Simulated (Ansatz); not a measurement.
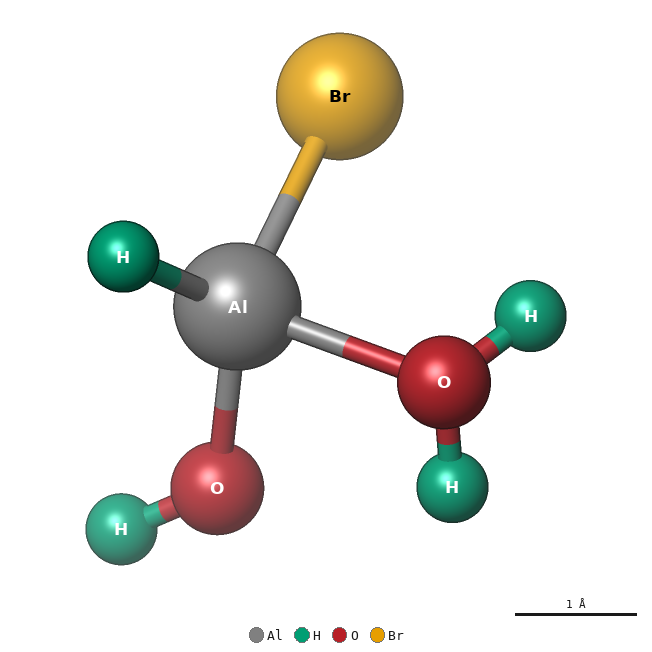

Distant atoms are faded towards the background colour. The computed structure is the end point of a PBE0-D4/def2-TZVP optimisation. Masses are those of the most abundant isotopes; constants are for the rigid equilibrium geometry.

Question: What kind of rotor is it, and what are its rotational constants in MHz?

Answer: An asymmetric top (C1): A = 6146, B = 1778, C = 1549 MHz. Ray's parameter κ is −0.90, close to the prolate limit.
